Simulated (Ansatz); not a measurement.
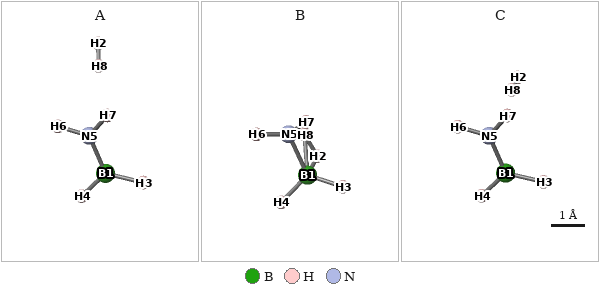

3 geometries from a converged minimum-energy path of BNH$_{6}$, shuffled. A ball-and-stick model, seen from a free direction.

The calculation used RKS PBE0-D4/def2-SVP in Ansatz. Settings: 5 movable images; climbing image; force threshold 0.03 eV/Å; iteration limit 60; starting path through a guess of the saddle point.

**Which frame is the transition state?**

B. In order along the path, whose images run from 0 to 6: B (image 2, +1.61 eV), C (image 5, +0.18 eV), A (image 6, +0.17 eV). Breaking: B1–H2 (1.22 → 1.38 at the top → 4.27 Å), N5–H8 (1.02 → 1.40 at the top → 2.78 Å). Forming: H2–H8 (2.57 → 0.99 at the top → 0.76 Å).
